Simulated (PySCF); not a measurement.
SMILES [SiH3]C#C[Si](OC)(OC)OC at its GFN2-xTB optimised geometry (Å):

```
22

Si    -3.3026     0.3469     0.0000
C     -1.4538     0.3469     0.0000
C     -0.2442     0.3568     0.0160
Si     1.6102     0.3234    -0.0387
O      2.2608    -1.1599    -0.1161
C      2.0335    -2.1895     0.7985
O      1.9403     1.1558     1.3303
C      3.1912     1.4831     1.8736
O      2.2608     0.9364    -1.3916
C      2.0341     2.2218    -1.8859
H     -3.7680     1.7368     0.0000
H     -3.7677    -0.3521     1.2013
H     -3.7631    -0.3470    -1.2064
H      1.0259    -2.5933     0.6737
H      2.7649    -2.9754     0.6068
H      2.1372    -1.8385     1.8283
H      3.7680     2.1033     1.1831
H      3.7697     0.5831     2.0959
H      3.0141     2.0372     2.7966
H      2.7643     2.4115    -2.6733
H      1.0259     2.2977    -2.3001
H      2.1401     2.9754    -1.1015
```

Method: PBE0/def2-SVP (PySCF). Cells within 0.4 Å of a nucleus heavier than hydrogen are left out (blank, or x).

Map of the LUMO amplitude (bohr^(-3/2)) on the plane z = 0.0 Å; orbital energy -0.33 eV, overall sign arbitrary:

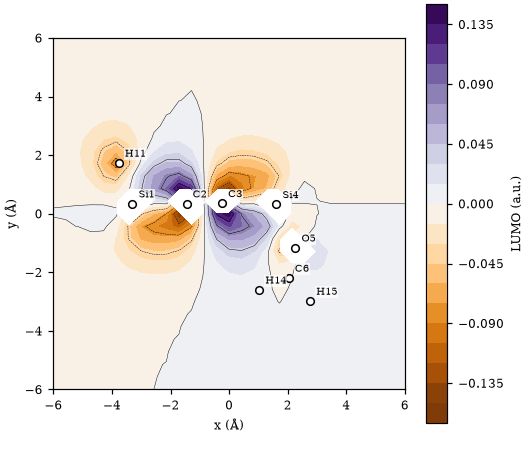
Figure. LUMO amplitude (bohr^(-3/2)) on the plane z = 0.0 Å.
